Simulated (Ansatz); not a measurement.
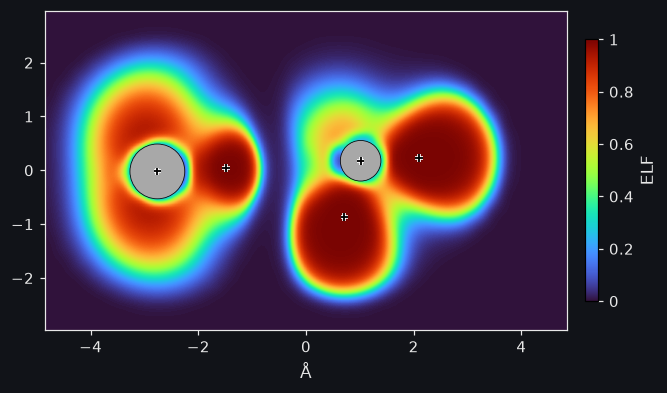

The electron localisation function on a plane through atoms (crosses mark nuclei in the plane; grey discs cover the cores).

Level of theory: Ansatz, RKS PBE0-D4/def2-TZVPPD.

Candidates:
A. HCl···CH$_{4}$ (SMILES Cl.C)
B. BrCuH (charge +1)

### Which candidate gave the map?

Candidate A: HCl···CH$_{4}$ on the plane of atoms H4, C3 and H5, which holds Cl, H and C. C3···H2 (2.50 Å): the ELF dips to about 0 between them. C–H (1.09 Å): the ELF climbs to about 1 towards the hydrogen, as it does in any bond to H; a covalent bond by its length.
